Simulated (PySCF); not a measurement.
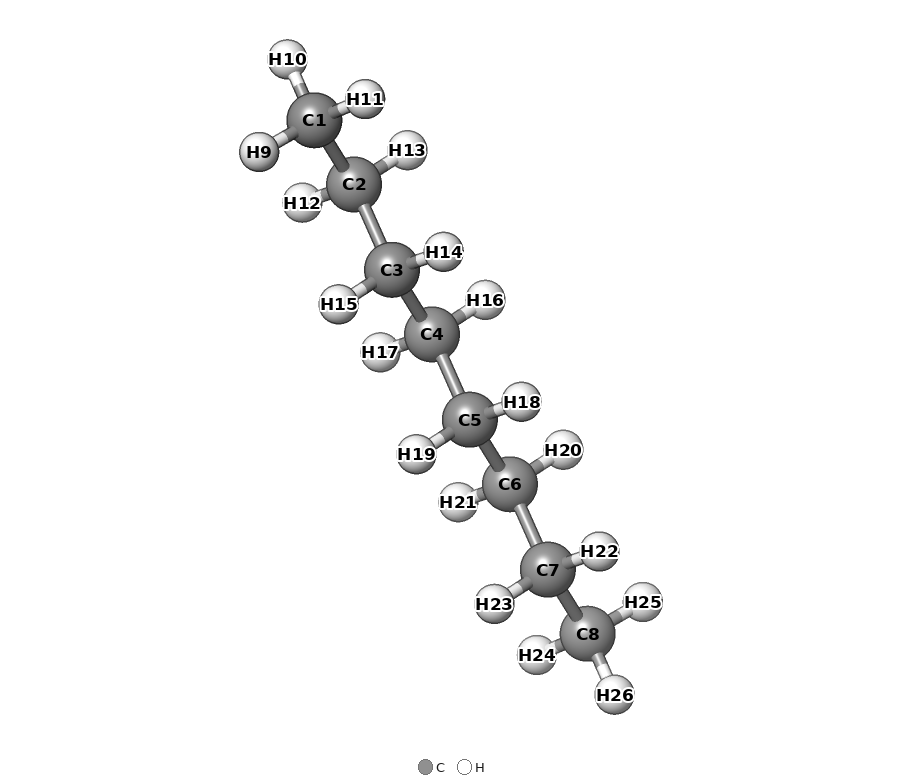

The geometry was computed by an optimisation with PBE0-D3(BJ)/def2-SVP. No frequency run is at hand to confirm it as a minimum. Level of theory: delta-SCF UKS SCAN, pcX-2 on the ionised atom, pcseg-1 elsewhere, spin-free X2C (PySCF 2.14.0).

Give the core-electron binding energies (to vacuum) of C1 1s, C2 1s, C3 1s, C4 1s.

```
atom  level  binding energy (eV)
  C1     1s                290.5
  C2     1s                290.4
  C3     1s                290.2
  C4     1s                290.2
```
